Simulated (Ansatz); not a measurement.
**C₂H₆BFSi (SMILES BC(=C)[SiH2]F): density, localisation and related maps**

The calculation's input:

```
crystal:
  periodic: [false, false, false]
  atoms:
    - { symbol: B, position_ang: [-0.6994, 1.4702, -0.0551] }
    - { symbol: C, position_ang: [0.0327, 0.1699, -0.2773] }
    - { symbol: C, position_ang: [0.5146, -0.1417, -1.4851] }
    - { symbol: Si, position_ang: [0.2506, -0.998, 1.136] }
    - { symbol: F, position_ang: [-1.1408, -2.0657, 1.1079] }
    - { symbol: H, position_ang: [-0.8764, 2.2967, -0.9594] }
    - { symbol: H, position_ang: [-1.1906, 1.7761, 0.9901] }
    - { symbol: H, position_ang: [1.1088, -1.066, -1.6283] }
    - { symbol: H, position_ang: [0.4582, 0.5469, -2.2769] }
    - { symbol: H, position_ang: [1.4226, -1.7825, 1.0404] }
    - { symbol: H, position_ang: [0.1851, -0.2628, 2.4283] }
basis:
  gaussian: { orbitals: cc-pVDZ }
hamiltonian:
  xc: r2scanh
relax:
  f_tol: 0.015
  max_steps: 40
output:
  orbitals: {}
```

Launched as:

```sh
ansatz run input.yaml --threads 2 --pin off --max-ram 3072MiB --backend cpu --events-out ev --progress --plain --runs-dir out
```

The fields are those of the relaxed geometry.

All numbers below come from Ansatz 0.2.0, RKS r2SCANh/cc-pVDZ.

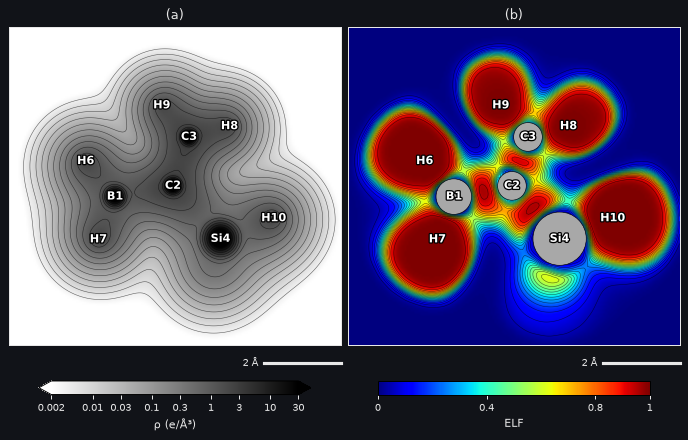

Figure 1. (a) electron density; (b) electron localisation function on the plane of atoms H6, B1 and H7. Grey discs cover the atomic cores in the ELF map.

Read the bonding off the picture.

Answer. Atoms in the plane: B, C, Si and H.
C–C (1.35 Å): the density is about 2.2 e/Å³ at the midpoint; the ELF peaks at about 0.90 between the atoms (localised, covalent bonding).
C–B (1.55 Å): the density is about 1.4 e/Å³ at the midpoint; the ELF peaks at about 0.95 between the atoms (a covalent bond).
C–Si (1.87 Å): ρ is about 0.95 e/Å³ halfway; the ELF peaks at about 0.95 between the atoms, as expected for a shared electron pair.
C–H (1.10 Å): ρ is about 2 e/Å³ halfway; the ELF climbs to about 1 towards the hydrogen, as it does in any bond to H: an ordinary covalent bond to hydrogen.
B–H (1.21 Å): ρ is about 1.2 e/Å³ halfway; the ELF climbs to about 1 towards the hydrogen (an ordinary covalent bond to hydrogen).

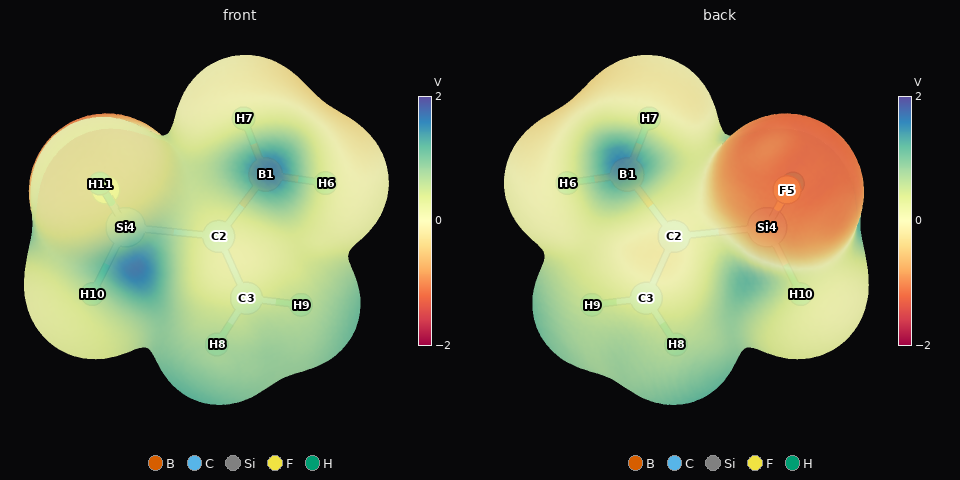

Figure 2. The electrostatic potential painted on the density surface at 0.002 e/bohr³, seen from the front and from behind; red is negative and blue positive.

Which sites attract a positive test charge, and which a negative one?

Answer. A positive charge is drawn to the negative regions and a negative charge to the positive ones. The most negative region (about −1.2 V) lies over F5, the most positive (about +1.6 V) over B1 and Si4.

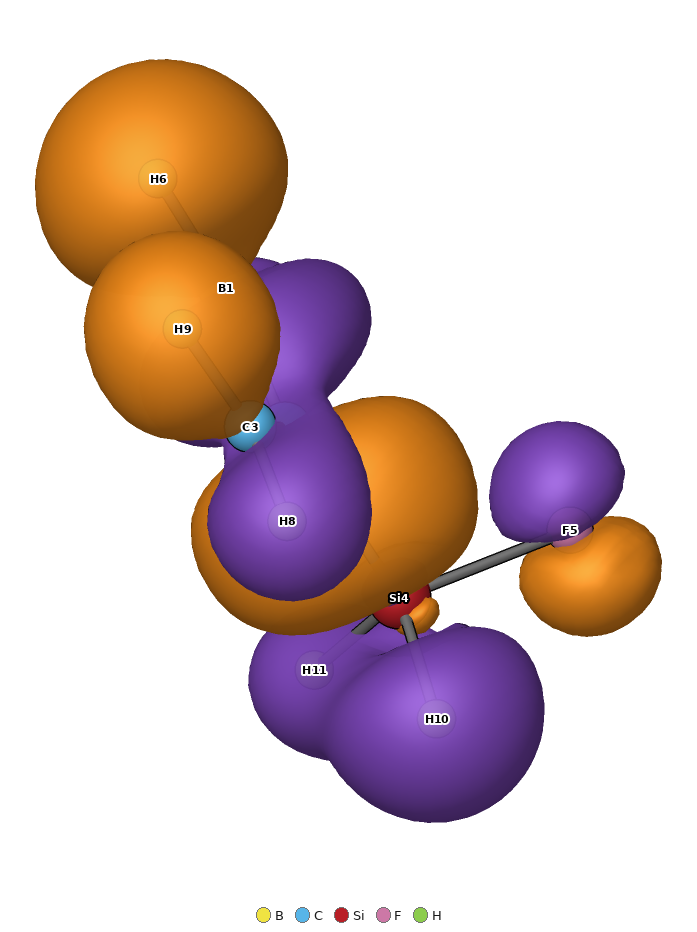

Figure 3. One frontier orbital at ±0.08 Å⁻³ᐟ² (orange and purple are the two phases), seen at an oblique angle.

Which orbital is it: HOMO or LUMO?

Answer. The HOMO, at −7.98 eV. By Hirshfeld shares it lies mainly on C2 (about 30 %), Si4 (about 15 %), B1 (about 15 %), H6 (about 10 %) and C3 (about 5 %).
